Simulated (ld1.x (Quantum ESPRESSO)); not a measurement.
## Pseudopotential generation: Pr (part 2 of 2)

The same run, continued: praseodymium (Pr, Z = 59), core [Kr] 4d10, reference valence 4f3 5s2 5p6 5d0 6s2 6p0, valence charge 13. Method: TM potential, LDA (PZ), scalar-relativistic, made with ld1.x (Quantum ESPRESSO) 7.5.

**Output of the test run (extracts), continued**
```
     ---------------------- Testing the pseudopotential ----------------------

     Pr
     scalar relativistic calculation

     atomic number is 59.00   valence charge is 13.00
     dft =PZ   lsd =0 sic =0 latt =0  beta=0.20 tr2=1.0E-14
     mesh =1255 r(mesh) =  99.23220 xmin = -7.00 dx = 0.01250

     n l     nl             e AE (Ry)        e PS (Ry)    De AE-PS (Ry)
     4 3     4F   1( 2.00)       -0.91890       -0.96971        0.05081  !
     1 0     5S   1( 2.00)       -3.55435       -3.58489        0.03054  !
     2 1     5P   1( 6.00)       -2.21141       -2.23383        0.02242  !
     3 2     5D   1( 1.00)       -0.64532       -0.65015        0.00483
     2 0     6S   1( 1.00)       -0.65362       -0.70056        0.04694  !
     3 1     6P   1( 0.00)       -0.41655       -0.44395        0.02740  !

     eps = 3.1E-15  iter = 12

     Etot =  -18460.654957 Ry,   -9230.327478 Ha, -251170.006191 eV
     Etotps =  -115.051277 Ry,     -57.525639 Ha,   -1565.352375 eV
     dEtot_ae =       0.556886 Ry
     dEtot_ps =       0.600711 Ry,   Delta E=      -0.043825 Ry

     Ekin =      62.077192 Ry,      31.038596 Ha,     844.603230 eV
     Encl =    -176.100295 Ry,     -88.050148 Ha,   -2395.966579 eV
     Ehrt =      73.689732 Ry,      36.844866 Ha,    1002.599882 eV
     Ecxc =     -34.980500 Ry,     -17.490250 Ha,    -475.933946 eV
     (Ecc =     -19.634527 Ry,      -9.817263 Ha,    -267.141343 eV)
     Epseu=     -39.737407 Ry,     -19.868703 Ha,    -540.654961 eV

     ---------------------- End of pseudopotential test ----------------------

     ---------------------- Testing the pseudopotential ----------------------

     Pr
     scalar relativistic calculation

     atomic number is 59.00   valence charge is 13.00
     dft =PZ   lsd =0 sic =0 latt =0  beta=0.20 tr2=1.0E-14
     mesh =1255 r(mesh) =  99.23220 xmin = -7.00 dx = 0.01250

     n l     nl             e AE (Ry)        e PS (Ry)    De AE-PS (Ry)
     4 3     4F   1( 3.00)       -0.85740       -0.84867       -0.00873  !
     1 0     5S   1( 2.00)       -3.62032       -3.61873       -0.00159
     2 1     5P   1( 5.00)       -2.29548       -2.29626        0.00078
     3 2     5D   1( 0.00)       -0.73264       -0.72959       -0.00305
     2 0     6S   1( 2.00)       -0.71157       -0.73961        0.02804  !
     3 1     6P   1( 0.00)       -0.45906       -0.47174        0.01268  !

     eps = 7.8E-16  iter = 13

     Etot =  -18459.284529 Ry,   -9229.642264 Ha, -251151.360568 eV
     Etotps =  -113.721942 Ry,     -56.860971 Ha,   -1547.265844 eV
     dEtot_ae =       1.927314 Ry
     dEtot_ps =       1.930046 Ry,   Delta E=      -0.002732 Ry

     Ekin =      77.571591 Ry,      38.785796 Ha,    1055.415263 eV
     Encl =    -173.555456 Ry,     -86.777728 Ha,   -2361.342278 eV
     Ehrt =      73.348164 Ry,      36.674082 Ha,     997.952605 eV
     Ecxc =     -35.358522 Ry,     -17.679261 Ha,    -481.077200 eV
     (Ecc =     -19.634527 Ry,      -9.817263 Ha,    -267.141343 eV)
     Epseu=     -55.727718 Ry,     -27.863859 Ha,    -758.214234 eV

     ---------------------- End of pseudopotential test ----------------------

     ---------------------- Testing the pseudopotential ----------------------

     Pr
     scalar relativistic calculation

     atomic number is 59.00   valence charge is 13.00
     dft =PZ   lsd =1 sic =0 latt =0  beta=0.20 tr2=1.0E-14
     mesh =1255 r(mesh) =  99.23220 xmin = -7.00 dx = 0.01250

     n l     nl             e AE (Ry)        e PS (Ry)    De AE-PS (Ry)
     4 3     4F   1( 3.00)       -0.14516       -0.15884        0.01368  !
     1 0     5S   1( 1.00)       -2.90922       -2.90973        0.00051
     2 1     5P   1( 3.00)       -1.60903       -1.60916        0.00013
     3 2     5D   1( 0.00)       -0.16822       -0.16660       -0.00162
     2 0     6S   1( 1.00)       -0.26830       -0.28086        0.01256  !
     3 1     6P   1( 0.00)       -0.09666       -0.09769        0.00103
     4 3     4F   2( 0.00)       -0.02547       -0.00764       -0.01783  !
     1 0     5S   2( 1.00)       -2.81623       -2.80433       -0.01190  !
     2 1     5P   2( 3.00)       -1.53622       -1.52871       -0.00750  !
     3 2     5D   2( 0.00)       -0.14243       -0.14389        0.00147
     2 0     6S   2( 1.00)       -0.25729       -0.26750        0.01020  !
     3 1     6P   2( 0.00)       -0.09199       -0.09282        0.00083

     eps = 3.5E-15  iter = 15

     Etot =  -18461.302443 Ry,   -9230.651221 Ha, -251178.815690 eV
     Etotps =  -115.782624 Ry,     -57.891312 Ha,   -1575.302847 eV
     dEtot_ae =      -0.090600 Ry
     dEtot_ps =      -0.130636 Ry,   Delta E=       0.040035 Ry

     Ekin =      76.864350 Ry,      38.432175 Ha,    1045.792755 eV
     Encl =    -184.443475 Ry,     -92.221737 Ha,   -2509.481315 eV
     Ehrt =      82.322234 Ry,      41.161117 Ha,    1120.051051 eV
     Ecxc =     -36.261641 Ry,     -18.130820 Ha,    -493.364753 eV
     (Ecc =     -19.634527 Ry,      -9.817263 Ha,    -267.141343 eV)
     Epseu=     -54.264092 Ry,     -27.132046 Ha,    -738.300585 eV

     ---------------------- End of pseudopotential test ----------------------

     ---------------------- Testing the pseudopotential ----------------------

     Pr
     scalar relativistic calculation

     atomic number is 59.00   valence charge is 13.00
     dft =PZ   lsd =1 sic =0 latt =0  beta=0.20 tr2=1.0E-14
     mesh =1255 r(mesh) =  99.23220 xmin = -7.00 dx = 0.01250

     n l     nl             e AE (Ry)        e PS (Ry)    De AE-PS (Ry)
     4 3     4F   1( 3.00)       -0.58036       -0.61373        0.03337  !
     1 0     5S   1( 1.00)       -3.34761       -3.36539        0.01778  !
     2 1     5P   1( 3.00)       -2.04668       -2.06321        0.01654  !
     3 2     5D   1( 0.00)       -0.57710       -0.59088        0.01378  !
     2 0     6S   1( 1.00)       -0.63457       -0.66965        0.03508  !
     3 1     6P   1( 0.00)       -0.40933       -0.43279        0.02347  !
     4 3     4F   2( 0.00)       -0.45303       -0.43245       -0.02058  !
     1 0     5S   2( 1.00)       -3.24972       -3.25487        0.00515  !
     2 1     5P   2( 3.00)       -1.96557       -1.97510        0.00953  !
     3 2     5D   2( 0.00)       -0.51384       -0.54279        0.02895  !
     2 0     6S   2( 0.00)       -0.56789       -0.62494        0.05705  !
     3 1     6P   2( 0.00)       -0.35367       -0.40271        0.04904  !

     eps = 9.3E-15  iter = 12

     Etot =  -18460.887710 Ry,   -9230.443855 Ha, -251173.172967 eV
     Etotps =  -115.339999 Ry,     -57.670000 Ha,   -1569.280634 eV
     dEtot_ae =       0.324132 Ry
     dEtot_ps =       0.311989 Ry,   Delta E=       0.012143 Ry

     Ekin =      77.093969 Ry,      38.546985 Ha,    1048.916890 eV
     Encl =    -178.576166 Ry,     -89.288083 Ha,   -2429.652520 eV
     Ehrt =      76.739048 Ry,      38.369524 Ha,    1044.087940 eV
     Ecxc =     -35.909644 Ry,     -17.954822 Ha,    -488.575594 eV
     (Ecc =     -19.634527 Ry,      -9.817263 Ha,    -267.141343 eV)
     Epseu=     -54.687207 Ry,     -27.343603 Ha,    -744.057350 eV

     ---------------------- End of pseudopotential test ----------------------
```

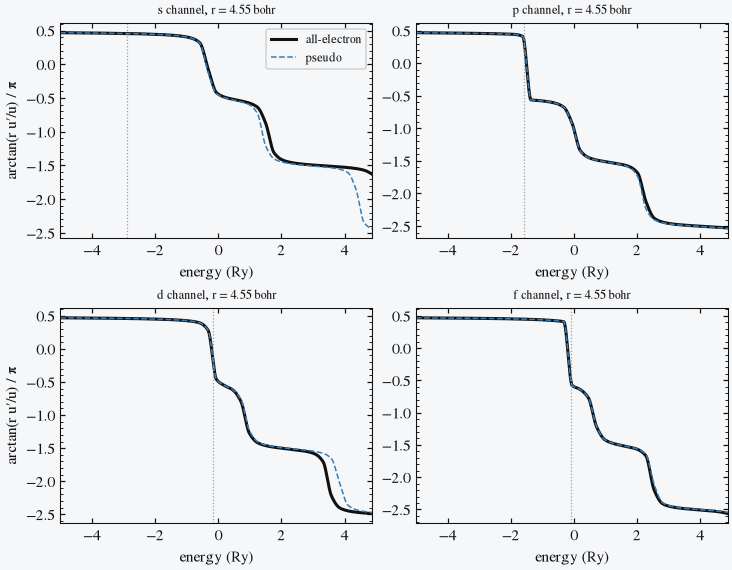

Unwrapped phase arctan(r u′/u) in units of π against energy, all-electron (solid) and pseudo (dashed); the pseudo phase is matched to the all-electron one at the reference energy. Here u = r R(r). A near-vertical step is a level narrower than the spacing of the points behind the curves. The dotted line marks the reference energy of the channel.

- Range over which the phases agree within 0.05 rad: s: up to about -0.5 Ry; p: up to about 1.8 Ry; d: up to about 0.6 Ry; f: up to about 2.2 Ry.
- Ghost states: Going away from the reference energies, the phases part by more than π/2 in: s at about 4.5 Ry (above its reference energy, pseudo phase lower); d at about 3.5 Ry (above its reference energy, pseudo phase higher). Such a step is either a state that only one of the two atoms has or an ordinary level shifted in energy. The separate test gives: no ghost state below the valence levels in the p, d, f, s channels. The potential isn't sound: the pseudo-atom misses its own reference levels by up to 0.16 eV.

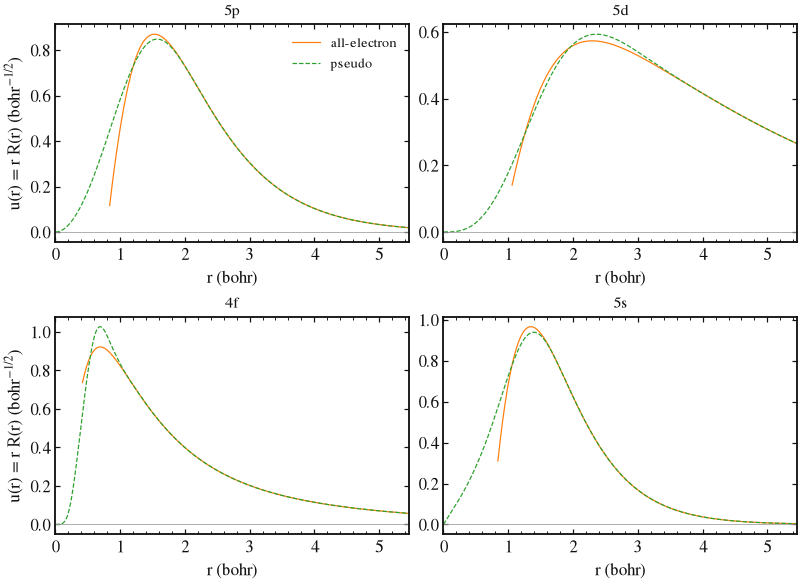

Partial waves u(r) = r R(r), all-electron (solid) and pseudo (dashed). The innermost oscillations of some all-electron curves aren't drawn. Reference configuration 4f3 5s2 5p6 5d0 6s2 6p0.

- Matching radii: 5p at 2.30 bohr; 5d at 4.20 bohr; 4f at 1.25 bohr; 5s at 1.90 bohr. The curves merge smoothly, so the plot gives these only roughly.
- Nodes of the pseudo-waves: 5p has no node; 5d has no node; 4f has no node; 5s has no node.

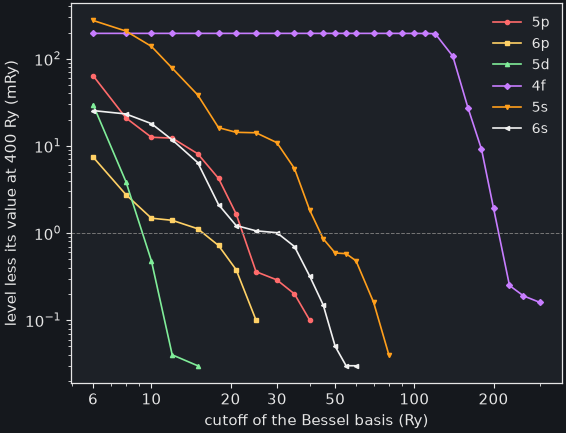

The pseudo-atom Hamiltonian at the reference potential is diagonalised in spherical Bessel functions (20 bohr box) up to the cutoff. Curves: distance of each valence level from its value at 400 Ry.

- Cutoffs for 10 and 1 mRy in the occupation-weighted sum of levels: 200 Ry and 230 Ry, on the ladder of cutoffs that was run.
- Hardest occupied shell: 4f: its level needs 230 Ry to come within 1 mRy, against 45 Ry for 5s.
- Cutoffs from which each level stays within 1 mRy: 5p: 25 Ry; 6p: 18 Ry; 5d: 10 Ry; 4f: 230 Ry; 5s: 45 Ry; 6s: 35 Ry.

Outcome of the run: generated; the pseudo-atom misses its reference levels by up to 0.16 eV (6s, which has no pseudo-wave of its own).
